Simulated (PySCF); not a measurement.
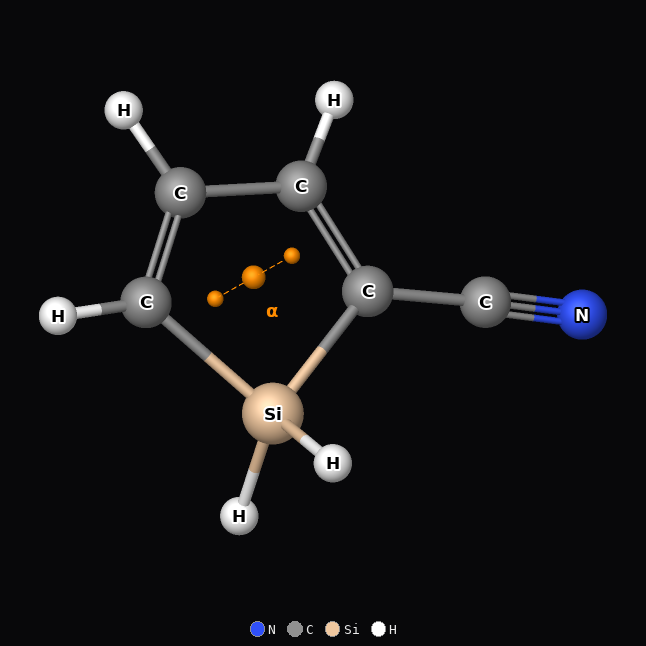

The small points mark where nucleus-independent chemical shifts (NICS) were computed: at the centre of each lettered ring and 1 Å above and below it. The geometry was computed by an optimisation with PBE0-D3(BJ)/def2-SVP. No frequency run is at hand to confirm it as a minimum. Properties computed with GIAO PBE0/6-31G* NMR shielding, non-relativistic, gas phase (PySCF 2.14.0).

Give NICS(0), NICS(1) and the out-of-plane component NICS(1)zz for each ring (means of the two sides).

| ring | members | NICS(0) | NICS(1) | NICS(1)zz |
| --- | --- | --- | --- | --- |
| α | C4Si | −0.3 | −1.6 | 1.5 |

Values in ppm.

### What do the values say about the ring currents?

Ring α: weak, as in a non-aromatic ring. NICS is one index among several.
